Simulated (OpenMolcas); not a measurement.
Excited-state calculation of AlCl (part 2 of 2)

AlCl (aluminium monochloride); FCI/STO-3G, RHF (OpenMolcas 26.06). 

Geometry of the input (Å):
```
Al 0.0000  0.0000  0.0000
Cl 0.0000  0.0000  2.1301
```

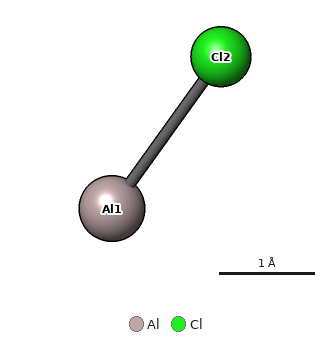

Fig. 1: The structure as given in the input (ball-and-stick view, seen at an oblique angle; atoms are numbered from 1 in the order of the input). Sticks mark near contacts.

Log, continued:
```
      Charge (e):
                      =   -0.0000
      Dipole Moment (debye):
      Origin of the operator (angstrom)=    0.0000    0.0000    1.2024
                   X= -2.3981E-16               Y= -2.8869E-16               Z= -4.2636E+00           Total=  4.2636E+00
      Quadrupole Moment (debye*angstrom):
      Origin of the operator (angstrom)=    0.0000    0.0000    1.2024
                  XX= -1.9162E+01              XY=  1.1076E-15              XZ=  7.5551E-16              YY= -1.9162E+01
                  YZ=  7.0622E-16              ZZ= -2.2590E+01
      In traceless form (debye*angstrom)
                  XX=  1.7138E+00              XY=  1.6614E-15              XZ=  1.1333E-15              YY=  1.7138E+00
                  YZ=  1.0593E-15              ZZ= -3.4275E+00
--

      Von Neumann Entropy (Root   2) =  1.21069

      Mulliken population analysis for root number:  2
      -----------------------------------------------

++    Molecular charges:
      ------------------

      Mulliken charges per centre
      ---------------------------

                AL1     CL2
      Total   12.7621 17.2379

      N-E      0.2379 -0.2379

      Total electronic charge=   30.000000

      Total            charge=   -0.000000
--

      Expectation values of various properties for root number:  2
      -----------------------------------------------------------

++    Molecular properties:
      ---------------------

      Charge (e):
                      =   -0.0000
      Dipole Moment (debye):
      Origin of the operator (angstrom)=    0.0000    0.0000    1.2024
                   X=  5.7219E-14               Y= -2.0775E-14               Z= -1.9095E+00           Total=  1.9095E+00
      Quadrupole Moment (debye*angstrom):
      Origin of the operator (angstrom)=    0.0000    0.0000    1.2024
                  XX= -2.1037E+01              XY= -1.0015E+00              XZ= -4.1882E-13              YY= -1.9297E+01
                  YZ= -6.7066E-13              ZZ= -1.9632E+01
      In traceless form (debye*angstrom)
                  XX= -1.5731E+00              XY= -1.5022E+00              XZ= -6.2823E-13              YY=  1.0384E+00
                  YZ= -1.0060E-12              ZZ=  5.3469E-01
--

      Von Neumann Entropy (Root   3) =  1.21069

      Mulliken population analysis for root number:  3
      -----------------------------------------------

++    Molecular charges:
      ------------------

      Mulliken charges per centre
      ---------------------------

                AL1     CL2
      Total   12.7621 17.2379

      N-E      0.2379 -0.2379

      Total electronic charge=   30.000000

      Total            charge=   -0.000000
--

      Expectation values of various properties for root number:  3
      -----------------------------------------------------------

++    Molecular properties:
      ---------------------

      Charge (e):
                      =   -0.0000
      Dipole Moment (debye):
      Origin of the operator (angstrom)=    0.0000    0.0000    1.2024
                   X=  2.7994E-13               Y= -3.5010E-13               Z= -1.9095E+00           Total=  1.9095E+00
      Quadrupole Moment (debye*angstrom):
      Origin of the operator (angstrom)=    0.0000    0.0000    1.2024
                  XX= -1.9297E+01              XY=  1.0015E+00              XZ= -6.2823E-13              YY= -2.1037E+01
                  YZ=  4.9592E-14              ZZ= -1.9632E+01
      In traceless form (debye*angstrom)
                  XX=  1.0384E+00              XY=  1.5022E+00              XZ= -9.4234E-13              YY= -1.5731E+00
                  YZ=  7.4388E-14              ZZ=  5.3469E-01
--

      Von Neumann Entropy (Root   4) =  1.74458

      Mulliken population analysis for root number:  4
      -----------------------------------------------

++    Molecular charges:
      ------------------

      Mulliken charges per centre
      ---------------------------

                AL1     CL2
      Total   13.0906 16.9094

      N-E     -0.0906  0.0906

      Total electronic charge=   30.000000

      Total            charge=   -0.000000
--

      Expectation values of various properties for root number:  4
      -----------------------------------------------------------

++    Molecular properties:
      ---------------------

      Charge (e):
                      =   -0.0000
      Dipole Moment (debye):
      Origin of the operator (angstrom)=    0.0000    0.0000    1.2024
                   X= -7.3797E-14               Y= -8.0212E-14               Z=  2.2986E+00           Total=  2.2986E+00
      Quadrupole Moment (debye*angstrom):
      Origin of the operator (angstrom)=    0.0000    0.0000    1.2024
                  XX= -1.9908E+01              XY= -1.6835E-12              XZ=  1.3030E-13              YY= -1.9908E+01
                  YZ=  3.6937E-13              ZZ= -2.3504E+01
      In traceless form (debye*angstrom)
                  XX=  1.7979E+00              XY= -2.5253E-12              XZ=  1.9545E-13              YY=  1.7979E+00
                  YZ=  5.5406E-13              ZZ= -3.5959E+00
--

      Average orbitals are written to the RASORB file
      Natural orbitals for root   1 are written to the RASORB.1 file
      Natural orbitals for root   2 are written to the RASORB.2 file
      Natural orbitals for root   3 are written to the RASORB.3 file
      Natural orbitals for root   4 are written to the RASORB.4 file
      Spin density orbitals for root   1 are written to the SPDORB.1 file
      Spin density orbitals for root   2 are written to the SPDORB.2 file
      Spin density orbitals for root   3 are written to the SPDORB.3 file
      Spin density orbitals for root   4 are written to the SPDORB.4 file

--- Stop Module: rasscf /rc=_RC_ALL_IS_WELL_ ---
           step3.RasOrb.4 step3.rasscf.h5 step3.SpdOrb.1 step3.SpdOrb.2 step3.SpdOrb.3 step3.SpdOrb.4 xmldump
--- Module rasscf spent 1 second ---

--- Start Module: rassi ---

                                               &RASSI

                       available to each process: 1.9 GB of memory, 1 thread

      ********************************************************************************
      *                             General data section                             *
      ********************************************************************************

   Specific data for JOBIPH file JOBIPH
   -------------------------------------

   Header from SEWARD:

   CASSCF title (first line only):
       (No title given)

  STATE IRREP:                1
  SPIN MULTIPLICITY:          1
  ACTIVE ELECTRONS:          10
  MAX RAS1 HOLES:             0
  MAX RAS3 ELECTRONS:         0
  NR OF CONFIG:            1176

   The following data are common to all the states:
   ------------------------------------------------
   (note: frozen counts as inactive, deleted as secondary)

      Nr of irreps: 1

                 Total     No./Irrep
      Irrep                  1
                             a

      INACTIVE      10      10
      ACTIVE         8       8
      SECONDARY      0       0
      BASIS         18      18

      RAS1           0       0
      RAS2           8       8
      RAS3           0       0

        MATRIX ELEMENTS WILL BE COMPUTED FOR THE FOLLOWING ONE-ELECTRON OPERATORS, UNLESS ZERO BY SYMMETRY.
   (Herm=Hermitian, Anti=Antihermitian, Sing=Singlet operator, Trip=Triplet operator)
     MLTPL  0   1 (HERMSING)     MLTPL  1   1 (HERMSING)     MLTPL  1   2 (HERMSING)
     MLTPL  1   3 (HERMSING)     MLTPL  2   1 (HERMSING)     MLTPL  2   2 (HERMSING)
     MLTPL  2   3 (HERMSING)     MLTPL  2   4 (HERMSING)     MLTPL  2   5 (HERMSING)
     MLTPL  2   6 (HERMSING)     VELOCITY   1 (ANTISING)     VELOCITY   2 (ANTISING)
     VELOCITY   3 (ANTISING)     ANGMOM     1 (ANTISING)     ANGMOM     2 (ANTISING)
     ANGMOM     3 (ANTISING)     MLTPV  2   1 (ANTISING)     MLTPV  2   2 (ANTISING)
     MLTPV  2   3 (ANTISING)     MLTPV  2   4 (ANTISING)     MLTPV  2   5 (ANTISING)
     MLTPV  2   6 (ANTISING)

       EIGENSTATES OF A SPIN-FREE HAMILTONIAN WILL BE COMPUTED BASED ON:

  A Hamiltonian matrix computed by RASSI.

  Nr of states:                    4

   State:        1   2   3   4
  JobIph:        1   1   1   1
 Root nr:        1   2   3   4

  HAMILTONIAN MATRIX FOR THE ORIGINAL STATES:

  Diagonal, with energies
   -693.69519937   -693.41083961   -693.41083961   -693.33747594

      OVERLAP MATRIX FOR THE ORIGINAL STATES:

  Diagonal, with elements
      1.00000000      1.00000000      1.00000000      1.00000000

::    RASSI State    1     Total energy:    -693.69519937366192
::    RASSI State    2     Total energy:    -693.41083960534172
::    RASSI State    3     Total energy:    -693.41083960534172
::    RASSI State    4     Total energy:    -693.33747593576800

      ****************************************************************************************************
      *                                         Spin-free section                                        *
      *                 Note: index according to input order, order according to energy.                 *
      ****************************************************************************************************

  SPIN-FREE ENERGIES:
  (Shifted by EMIN (a.u.) =       -693.6951993737)

 SF State       Relative EMIN(au)   Rel lowest level(eV)    D:o, cm**(-1)      Abs_M

     1             0.0000000000        0.0000000000              0.0000         0.0
     2             0.2843597683        7.7378234886          62409.7553         1.0
     3             0.2843597683        7.7378234886          62409.7553         1.0
     4             0.3577234379        9.7341506378          78511.2197         0.0

++ Dipole transition strengths (spin-free states):
   -----------------------------------------------
     for osc. strength at least  1.00000000E-05

      From   To        Osc. strength     Einstein coefficients Ax, Ay, Az (sec-1)    Total A (sec-1)
     -----------------------------------------------------------------------------------------------
         1    2       1.37403894E-01  2.95585703E+08  6.13962221E+07  6.32419533E-18  3.56981925E+08
         1    3       1.37403894E-01  6.13962221E+07  2.95585703E+08  3.00084994E-17  3.56981925E+08
     -----------------------------------------------------------------------------------------------
--

++ Velocity transition strengths (spin-free states):
   -------------------------------------------------
     for osc. strength at least  1.00000000E-05

      From   To        Osc. strength     Einstein coefficients Ax, Ay, Az (sec-1)    Total A (sec-1)
     -----------------------------------------------------------------------------------------------
         1    2       1.48531909E-01  3.19524487E+08  6.63685564E+07  5.29131884E-18  3.85893043E+08
         1    3       1.48531909E-01  6.63685564E+07  3.19524487E+08  2.47933527E-17  3.85893043E+08
         2    4       3.93778232E-03  8.06939160E+04  6.00270910E+05  7.85344857E-20  6.80964826E+05
         3    4       3.93778232E-03  6.00270910E+05  8.06939160E+04  9.75218557E-19  6.80964826E+05
     -----------------------------------------------------------------------------------------------
--

++ Length and velocity gauge comparison (spin-free states):
   --------------------------------------------------------

 --------------------------------------------------
 A comparison between the dipole oscillator strengths in
 length and velocity gauge will be performed

     All dipole oscillator differences above the tolerance of   1.00000000E-01  will be printed

 Due to basis set deficiency these oscillator may be problematic

 The tolerance is defined as ABS(1-O_l/O_v)
 O_l : dipole oscillator strength in length gauge
 O_p : dipole oscillator strength in velocity gauge
 --------------------------------------------------

  Problematic transitions have been found

      From   To       Difference (%) Osc. st. (len.) Osc. st. (vel.)
     ---------------------------------------------------------------
         2    4      --------------- below threshold  3.93778232E-03
         3    4      --------------- below threshold  3.93778232E-03
     ---------------------------------------------------------------

 Number of problematic transitions =                     2

--

 Electric-dipole - electric-octupole not included
 Electric-dipole - magnetic-quadrupole not included

      ****************************************************************************************************
      *                                    Special properties section                                    *
      ****************************************************************************************************

--- Stop Module: rassi /rc=_RC_ALL_IS_WELL_ ---

.##################.
.# Happy landing! #.
.##################.

    Timing: Wall=2.63 User=2.16 System=0.39
```

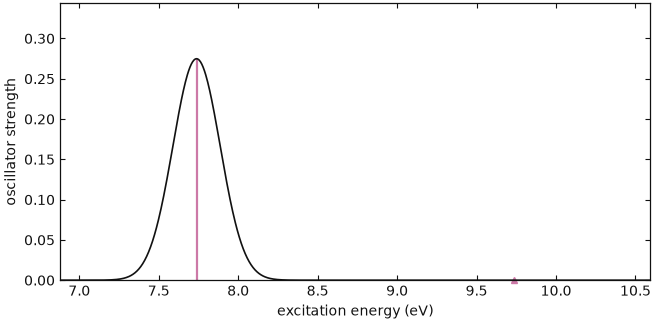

Fig. 2: Computed excitations as sticks (degenerate states added up, dark ones marked on the axis), with a Gaussian envelope of 0.35 eV full width at half maximum, scaled to the tallest. Of the 3 states the lowest lies at 7.74 eV (f = 0.137); the strongest line is at 7.74 eV, or 160 nm (f = 0.275, summed over 2 states that lie within 0.004 eV).

Summary:

| quantity | value |
| --- | --- |
| outcome | converged |
| total energy | −693.695199 hartree |
| basis functions | 18 |
| lowest singlet excitation | 7.74 eV |
| hardware | 1 thread of Intel Xeon (Sapphire Rapids), 64 GiB of memory available, shared host |
| wall time | 2.8 s |
| peak memory | 0.37 GiB |
